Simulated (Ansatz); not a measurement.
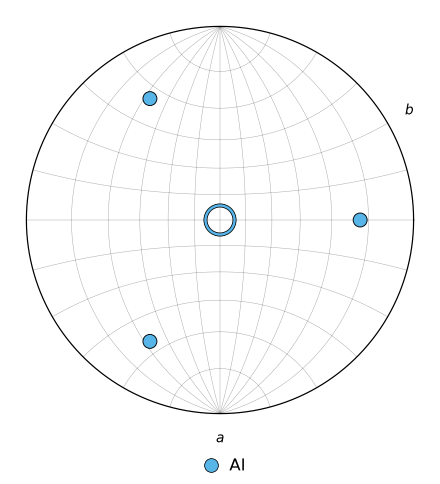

Directions from one nitrogen atom at (1/3, 2/3, 0.378) to its bonded neighbours, in stereographic projection down c (filled: above the plane of the page or in it, open: below). Crystal: AlN, the input geometry of an electronic-structure calculation (not necessarily at equilibrium); the starting structure was generated, so it need not be a known form of this composition. The drawing is computed from the coordinates (standard cell, symmetry found to 0.002 Å).

Neighbours are counted up to 2.34 Å for Al.

```cif
data_structure
_symmetry_space_group_name_H-M 'P 1'
_symmetry_Int_Tables_number 1
_cell_length_a 3.1067
_cell_length_b 3.1067
_cell_length_c 4.9786
_cell_angle_alpha 90.000
_cell_angle_beta 90.000
_cell_angle_gamma 120.000
_cell_volume 41.61
loop_
_atom_site_label
_atom_site_type_symbol
_atom_site_fract_x
_atom_site_fract_y
_atom_site_fract_z
_atom_site_occupancy
Al1 Al 0.33333 0.66667 0.99670 1
Al2 Al 0.66667 0.33333 0.49670 1
N1 N 0.33333 0.66667 0.37830 1
N2 N 0.66667 0.33333 0.87830 1
```

### How many neighbours are there, and at what angles?

4: 3 Al at 1.89 Å, 1 Al at 1.90 Å. Angles between bonds: 108° (3×), 111° (3×).

### What is the site's symmetry in the crystal?

Point group 3m (C3v), order 6: one threefold axis, three mirror planes. In No. 186, P6₃mc this is Wyckoff position 2b.
